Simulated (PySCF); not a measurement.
# Run report: C3H6Cl2F2Si2, NMR shielding calculation

C3H6Cl2F2Si2, SMILES FC(F)[Si@@H]1C[C@H]1[SiH](Cl)Cl, computed with GIAO PBE0/pcSseg-1 NMR shielding, non-relativistic, gas phase (PySCF 2.14.0).

The geometry comes from this level: GFN2-xTB. It belongs to a series of runs on one base structure; here: C replaced by Si. Figures and captions count atoms from 1; the log counts them from 0 in places.

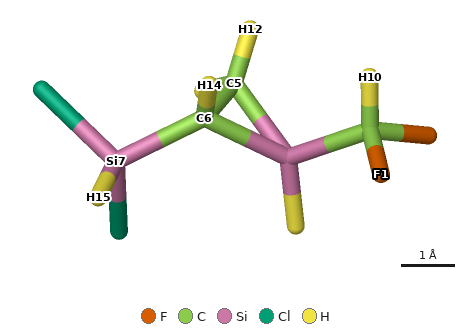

Fig. 1: The structure as given in the input (stick view, seen at a tilt; atoms are numbered from 1 in the order of the input). Bond lengths as drawn: Cl–Si 2.01 to 2.02 Å, C–C 1.56 Å, C–F 1.36 Å, C–H 1.08 to 1.10 Å, C–Si 1.88 to 1.93 Å and H–Si 1.45 Å.

Summary:

```csv
quantity,value
outcome,converged
total energy,−1816.105101 hartree
HOMO,−7.67 eV
LUMO,−0.36 eV
dipole moment,1.33 D
"isotropic shielding, F",307.4 to 310.0 ppm
"isotropic shielding, C",57.0 to 189.4 ppm
"isotropic shielding, Si",337.4 to 462.9 ppm
"isotropic shielding, Cl",882.4 to 909.4 ppm
"isotropic shielding, H",25.5 to 31.2 ppm
hardware,"1 CPU thread, shared host"
wall time,87 s
peak memory,1 GiB
```

The input:
```
{"job": {"kind": "nmr", "xc": "PBE0", "basis": "pcSseg-1"}, "charge": 0, "multiplicity": 1}
F      3.218578    -0.089416     0.622610
C      2.482660     0.575416    -0.313086
F      3.249449     0.590572    -1.439035
Si     0.819934    -0.341854    -0.652448
C     -0.654216     0.785103    -0.926721
C     -0.583330     0.180410     0.505653
Si    -1.983701    -0.954510     1.049974
Cl    -2.174199    -2.417616    -0.331635
Cl    -3.714021     0.074196     1.134049
H      2.396162     1.615381     0.029880
H      1.015819    -1.654561    -1.227671
H     -0.556985     1.860345    -0.993136
H     -1.470240     0.429138    -1.538644
H     -0.327912     0.913248     1.264576
H     -1.722411    -1.557861     2.347615
```

The first line tells a small driver script what to run in PySCF; the rest is the geometry in Å.

Launched with:
```bash
OMP_NUM_THREADS=1 python <driver script> task.json out
```

Log:
```
coarse grid: 15648 points
cycle   1  E = -1815.9242959826  dE =  1.111e+00  |g| = 7.682e-01  |ddm| = 3.656e+00
cycle   2  E = -1815.8151652555  dE =  1.091e-01  |g| = 1.101e+00  |ddm| = 1.314e+00
cycle   3  E = -1816.0403122266  dE = -2.251e-01  |g| = 7.001e-02  |ddm| = 7.823e-01
cycle   4  E = -1816.0411496419  dE = -8.374e-04  |g| = 3.783e-02  |ddm| = 1.171e-01
cycle   5  E = -1816.0414875074  dE = -3.379e-04  |g| = 7.354e-03  |ddm| = 4.690e-02
cycle   6  E = -1816.0414982626  dE = -1.076e-05  |g| = 3.488e-03  |ddm| = 1.043e-02
cycle   7  E = -1816.0415012215  dE = -2.959e-06  |g| = 6.722e-04  |ddm| = 3.634e-03
final grid: 136408 points
cycle   8  E = -1816.1050844888  dE = -4.678e-05  |g| = 8.875e-03  |ddm| = 2.299e-02
cycle   9  E = -1816.1050678168  dE =  1.667e-05  |g| = 1.218e-02  |ddm| = 1.611e-02
cycle  10  E = -1816.1051009274  dE = -3.311e-05  |g| = 1.169e-03  |ddm| = 1.027e-02
cycle  11  E = -1816.1051011691  dE = -2.418e-07  |g| = 3.375e-04  |ddm| = 1.497e-03
cycle  12  E = -1816.1051011963  dE = -2.715e-08  |g| = 1.018e-04  |ddm| = 4.144e-04
cycle  13  E = -1816.1051011983  dE = -2.020e-09  |g| = 3.127e-05  |ddm| = 1.033e-04
cycle  14  E = -1816.1051011985  dE = -2.065e-10  |g| = 5.572e-06  |ddm| = 2.764e-05
```

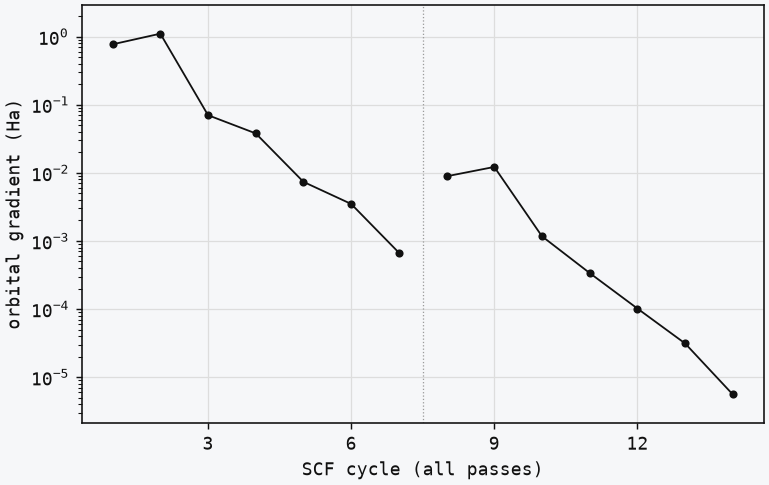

Fig. 2: Convergence of the self-consistent field: orbital gradient against the SCF cycle. The dotted line marks the change from a coarse to the final integration grid. The first 7 cycles use a coarse grid, the final grid takes over at cycle 8, and the field converges after 14 cycles in all.

```
converged SCF energy = -1816.1051011985

GIAO shielding tensors (ppm)
atom      isotropic    diamagn.    paramagn.     s11        s22        s33       span
  0 F      307.363     472.066    -164.703    157.457    319.815    444.817    287.360
  1 C       56.953     249.196    -192.243     32.009     68.353     70.497     38.488
  2 F      309.969     469.829    -159.860    160.220    321.857    447.828    287.608
  3 Si     462.858     881.663    -418.805    347.092    367.824    673.659    326.567
  4 C      189.372     256.351     -66.979    169.930    187.942    210.244     40.314
  5 C      180.699     262.829     -82.131    151.878    178.057    212.161     60.282
  6 Si     337.370     876.349    -538.979    299.917    348.563    363.631     63.714
  7 Cl     909.430    1148.421    -238.991    779.831    916.216   1032.241    252.410
  8 Cl     882.355    1146.916    -264.561    766.590    886.161    994.315    227.724
  9 H       25.532      29.735      -4.203     24.142     24.704     27.750      3.608
 10 H       28.027      29.317      -1.290     22.087     27.940     34.054     11.967
 11 H       30.635      32.042      -1.407     25.615     25.799     40.491     14.875
 12 H       30.713      32.253      -1.541     24.606     29.758     37.775     13.169
 13 H       31.172      34.178      -3.006     25.115     28.479     39.923     14.807
 14 H       25.804      26.909      -1.105     22.007     23.363     32.042     10.035
```

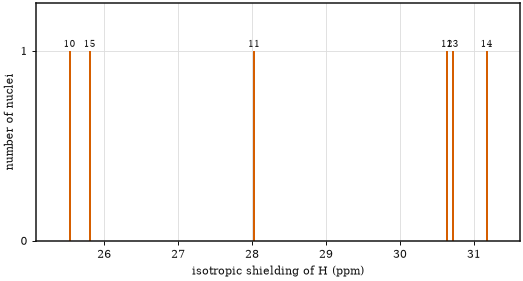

Fig. 3: Isotropic shieldings of the hydrogen nuclei in this fixed geometry, labelled by atom number; shielding grows to the right, so chemical shift grows to the left. The least shielded is H10 (25.5 ppm), the most shielded H14 (31.2 ppm).

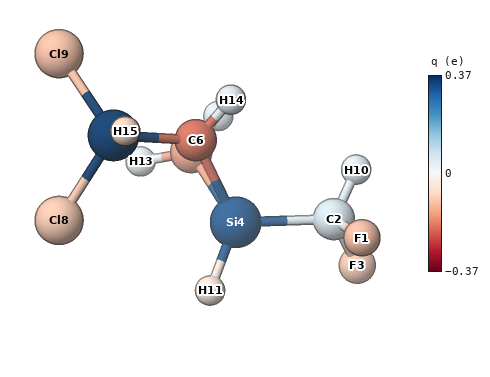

Fig. 4: Hirshfeld charges, as the colour of each atom (ball-and-stick view, seen at a tilt; atoms are numbered from 1 in the order of the input). By element: F −0.12 to −0.11, C −0.21 to +0.06, Si +0.33 to +0.35, Cl −0.11 to −0.10 and H −0.07 to +0.05 e.
